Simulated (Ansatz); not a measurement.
# AlH₃F (doublet): from Hartree-Fock to the top rungs at distance Al1–H4 along a hydrogen transfer = 1.677 Å, cc-pVDZ

How much of the correlation energy of AlH₃F (doublet) does each wave-function method recover here?

Computed with Ansatz 0.2.0, Gaussian basis. Level: cc-pVDZ, core rule «outside noble gas», up to 6 orbitals frozen.

To be run: UHF; CCSD(T) on ROHF; CCSD(T) on UHF; BCCD(T) on ROHF; CISD; CCSDT(Q) on ROHF; CCSDT(Q) on UHF; CASSCF and MRCISD+Q, 3 electrons in 3 orbitals; CASSCF and NEVPT2, 3 electrons in 3 orbitals.

19 further runs of the same task are left out: 9 for a known fault of the program, 8 that didn't finish, 2 set aside as unsound or not needed.

## Step 1: The geometry

The geometry derives from fragments relaxed apart (PBE0/def2-TZVP) and kept rigid, so it is no stationary point. A hydrogen atom is moved between rigid fragments.

5 atoms, charge 0, spin multiplicity 2.

Atoms are counted from 1 here; the program's logs count them from 0.

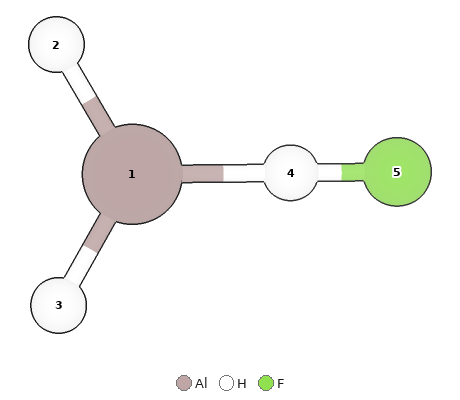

The geometry (aluminium light grey, hydrogen white, fluorine green); atoms are numbered from 1 in the order of the file.

Coordinates:

```xyz
5

Al   -1.0897    0.0000    0.0000
H    -1.8827    1.3734    0.0000
H    -1.8827   -1.3734    0.0000
H     0.5873    0.0000    0.0000
F     1.7163    0.0000    0.0000
```

## Step 2: UHF

in.yaml reads:

```yaml
crystal:
  periodic: [false, false, false]
  atoms:
    - {symbol: Al, position_ang: [-1.089741, 0.000000, 0.000000]}
    - {symbol: H, position_ang: [-1.882664, 1.373384, 0.000000]}
    - {symbol: H, position_ang: [-1.882664, -1.373384, 0.000000]}
    - {symbol: H, position_ang: [0.587259, 0.000000, 0.000000]}
    - {symbol: F, position_ang: [1.716259, 0.000000, 0.000000]}
basis:
  gaussian: {orbitals: cc-pVDZ}
magnetization: {spin_polarized: true, initial_magnetization: 1}
hamiltonian: {xc: hf}
output: {orbitals: {seedname: orbitals}}
```

Launch:

```bash
$ ansatz run in.yaml --threads 1 --pin off --events-out ev --progress --plain --max-ram 2393MiB
```

Further steps of the session: CCSD(T) on ROHF; CCSD(T) on UHF; BCCD(T) on ROHF; CISD; CCSDT(Q) on ROHF; CCSDT(Q) on UHF; CASSCF and MRCISD+Q, 3 electrons in 3 orbitals; CASSCF and NEVPT2, 3 electrons in 3 orbitals.

**Question.** What will the summary of the whole plan be? Wanted: UCCSDT(Q) below the RHF energy; RMP2 from UCCSDT(Q); UMP2 from UCCSDT(Q); RCCSD from UCCSDT(Q); RCCSD(T) from UCCSDT(Q); UCCSD(T) from UCCSDT(Q); RCCSDT(Q) from UCCSDT(Q); NEVPT2 pair from UCCSDT(Q); MRCISD+Q pair from UCCSDT(Q).

**Answer**, as computed:

| quantity | value |
| --- | --- |
| UCCSDT(Q) below the RHF energy | -8.2964 eV |
| RMP2 from UCCSDT(Q) | +17.63 kcal/mol |
| UMP2 from UCCSDT(Q) | +20.01 kcal/mol |
| RCCSD from UCCSDT(Q) | +3.71 kcal/mol |
| RCCSD(T) from UCCSDT(Q) | +0.82 kcal/mol |
| UCCSD(T) from UCCSDT(Q) | +0.84 kcal/mol |
| RCCSDT(Q) from UCCSDT(Q) | +0.03 kcal/mol |
| NEVPT2 pair from UCCSDT(Q) | +18.68 kcal/mol |
| MRCISD+Q pair from UCCSDT(Q) | +2.25 kcal/mol |
| levels within 1 kcal/mol (43 meV) | RCCSD(T), UCCSD(T), BCCD(T), RCCSDT, UCCSDT, RCCSDT(Q) |
| T1 diagnostic | 0.019 |

What this shows: RCCSD(T) lands +0.82 kcal/mol from the yardstick (0.4 % of the correlation energy). Of the multireference levels listed MRCISD+Q pair comes nearest in total energy (+2.25 kcal/mol), which doesn't show that its space is the better one. These misses are within one basis, not against nature; the frozen cores of restricted and unrestricted runs differ, which can shift their rows.
